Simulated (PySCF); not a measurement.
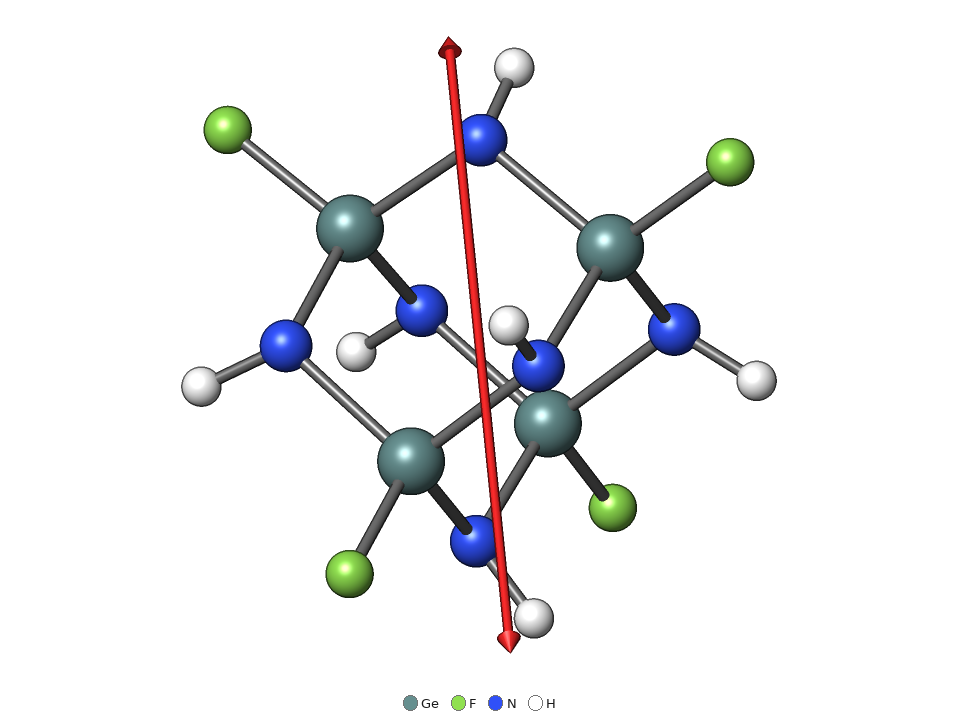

The double arrow shows the direction of the transition dipole to excited singlet state 7 (its length means nothing). Computed geometry: PBE0-D3(BJ)/def2-SVP optimisation. No frequency run is at hand to confirm it as a minimum. Method: TDDFT B3LYP/def2-SVPD, vertical, gas phase, core orbitals frozen in the response (PySCF 2.14.0).

Question. Give its energy, strength and character.

Answer. 6.31 eV (197 nm), oscillator strength 0.040, mainly HOMO−4 → LUMO (weight 0.94); transition dipole 1.29 D.
